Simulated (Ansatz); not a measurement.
The relaxed structure here is a generated cell of Rh: the first start was made by a random draw of sites in a space group, and the end was not matched to a known phase here, so it may be hypothetical. Known forms of Rh include space group No. 225.

The end point of a relaxation of Rh. Space group I4/mmm (No. 139), AFLOW prototype A_tI2_139_a (A_a). All values below come from r2SCAN (plane waves to 500 eV, PAW, scalar-relativistic; Ansatz, a first-principles code).

```xyz
1
Lattice="-1.6274 1.6274 1.3276 1.6274 -1.6274 1.3276 1.6274 1.6274 -1.3276" Properties=species:S:1:pos:R:3 pbc="T T T"
Rh     0.0000     0.0000     1.3276
```

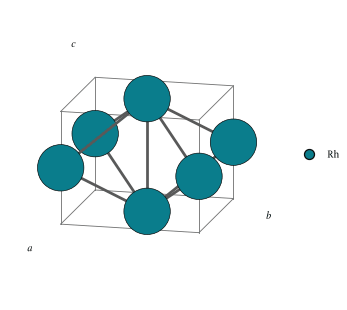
Figure: The conventional cell of the relaxed structure

- Volume per atom = 14.06 Å³
- Band gap = no gap (metallic)
- Shortest distances = Rh–Rh 2.66 Å
- k-mesh = 22×22×22

No spin polarisation in the result.

The run could not lose the symmetry of its start: the end is stationary, and may be a saddle point rather than a minimum.
